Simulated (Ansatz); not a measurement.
Mg3Sb2 (A-La2O3 type, space group P-3m1)

```yaml
crystal:
  lattice:
    - [4.59592, 0.00000, 0.00000]
    - [-2.29796, 3.98018, 0.00000]
    - [0.00000, 0.00000, 7.27158]
  atoms:
    - { symbol: Sb, position: [0.33333, 0.66667, 0.22580] }
    - { symbol: Sb, position: [0.66667, 0.33333, 0.77420] }
    - { symbol: Mg, position: [0.00000, 0.00000, 0.00000] }
    - { symbol: Mg, position: [0.33333, 0.66667, 0.63237] }
    - { symbol: Mg, position: [0.66667, 0.33333, 0.36763] }
```

Equation-of-state scan: isotropic scaling of the cell above, V₀ being its volume. The atoms relax within the cell's symmetry.

Level of theory: PBE (plane waves to 420 eV, PAW, scalar-relativistic; Ansatz, an electronic-structure program). k mesh 12×12×7 (Γ-centred), Fermi-Dirac smearing 0.05 eV. E stands for the smeared free energy. With the shape held, the modulus is that of even scaling; a crystal free to change shape is softer. Mg3Sb2 was relaxed with its symmetry unable to fall. Spin-orbit coupling is left out, though Sb is heavy. ΔE is measured from the relaxed starting cell.

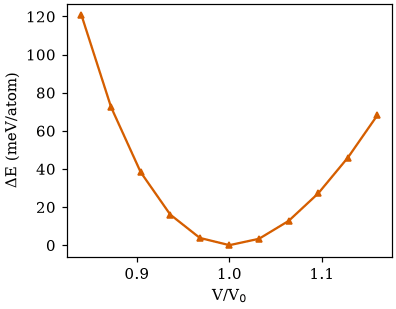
Figure. ΔE (meV/atom) against V/V₀; computed points joined by lines.

Question: What is ΔE at V/V₀ = 0.840?

Answer: About 120 meV/atom.

Question: What is ΔE at V/V₀ = 1.160?

Answer: About 68 meV/atom.

Question: What bulk modulus at fixed cell shape B₀ follows from a third-order Birch-Murnaghan fit?

Answer: About 42 GPa.

(Under strain, the slope of the energy per volume gives the stress and its curvature an elastic modulus.)
